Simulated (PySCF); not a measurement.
```xyz
16

C     4.4694   -0.5819   -0.4731
C     3.6966    0.5246   -0.4373
C     2.3161    0.4760   -0.4392
C     1.0854    0.4610   -0.4437
C    -0.2408    0.4383   -0.4514
C    -1.4700    0.4272   -0.5150
C    -2.8588    0.3904   -0.5235
Si   -3.5212    0.3346    1.3651
F    -2.6859   -0.8762    1.9812
H     5.5440   -0.5064   -0.4758
H     4.0413   -1.5714   -0.5008
H     4.1401    1.5140   -0.4084
H    -3.2358   -0.5193   -0.9921
H    -3.2967    1.2787   -0.9759
H    -3.0813    1.5446    2.0280
H    -4.9099   -0.0575    1.2506
```

Geometry: GFN2-xTB.

Theory: UKS B3LYP, pcH-1 on C F H Si, non-relativistic, mean-field spin-orbit, GIAO (PySCF).

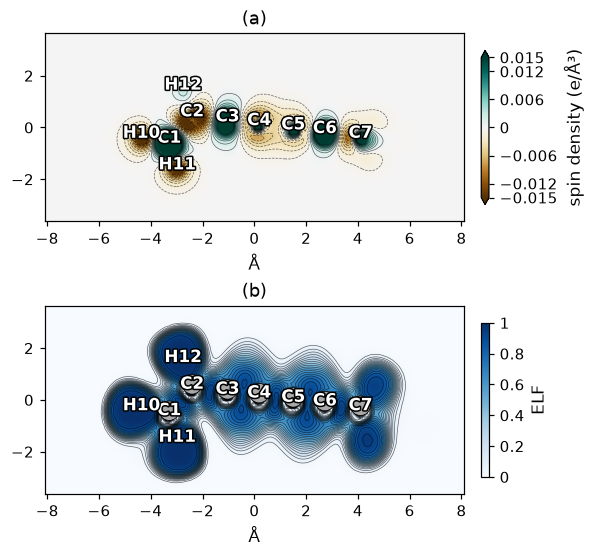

C7H7FSi (SMILES [CH2+][CH]C#CC#CC[SiH2]F) (charge +1, doublet). (a) spin density; (b) ELF on the plane of atoms C1, C2 and C3. Grey discs cover the atomic cores in the ELF map.

Q: Describe what can be read from this map.

A:
- Atoms in the plane: C and H.
- C–C (1.23 Å): the ELF peaks at about 0.90 between the atoms: a multiple bond.
- C–H (1.08 Å): the ELF climbs to about 1 towards the hydrogen, as it does in any bond to H; a covalent bond by its length.
- C–C (1.33 Å): the ELF peaks at about 0.95 between the atoms: a short, multiple covalent bond.
- C–C (1.38 Å): the ELF peaks at about 0.95 between the atoms, as expected for localised, covalent bonding.
- The unpaired spin (1 electron) lies mostly on C1 (about 0.3), C6 (about 0.2), C3 (about 0.2), C5 (about 0.1) and C4 (about 0.1), in electrons by Hirshfeld's partition.
